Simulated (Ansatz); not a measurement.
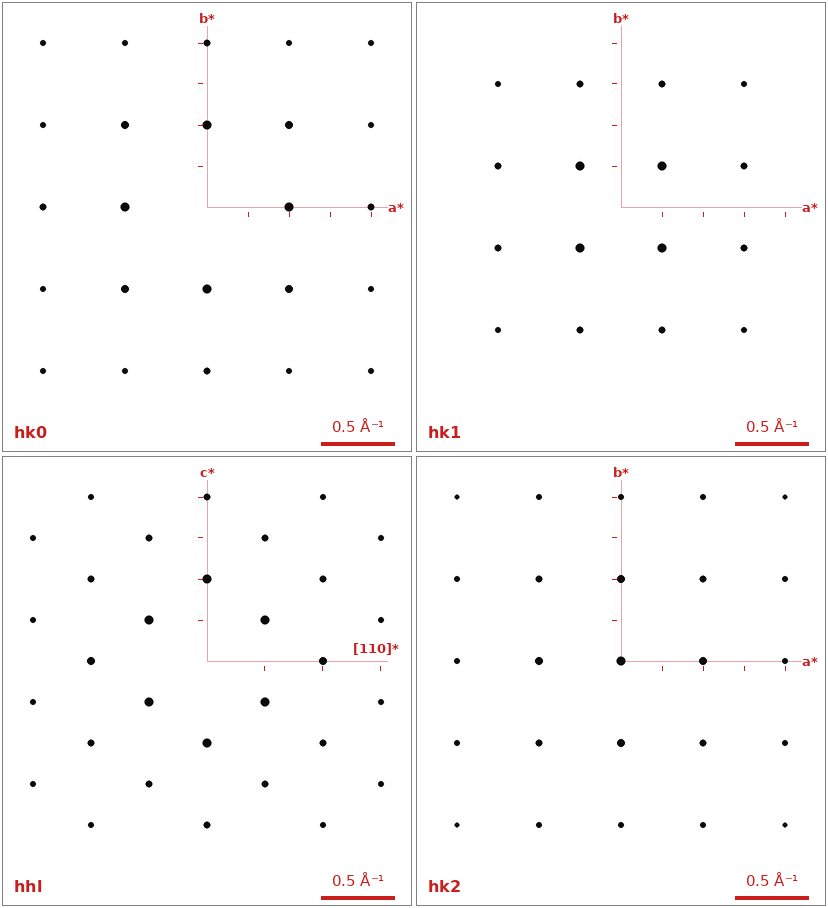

Four undistorted layers of reciprocal space, calculated for a single crystal (X-rays, kinematic |F|², B = 0.5 Å²). Tick marks count the reciprocal lattice steps of the conventional cell along each axis.

The compound is Ni. Structure: the input geometry of an electronic-structure calculation (not necessarily at equilibrium).

What cell do the layers give?

a* = 0.282, b* = 0.282, c* = 0.282 Å⁻¹; the cell is cubic with a = 3.55 Å.

List the systematic absences.

Reflections are present only under these conditions. hkl: h + k = 2n, h + l = 2n; hk0: h = 2n, k = 2n; hhl: h + l = 2n; h00: h = 2n. The lattice is face-centred (F).

Which space groups fit?

The intensities have Laue symmetry m-3m (the hk0 layer shows 4mm, hk1 shows 4mm). With these conditions the candidates are F432 (No. 209), F-43m (No. 216), Fm-3m (No. 225). Diffraction geometry alone does not choose among them; the structure has Fm-3m.
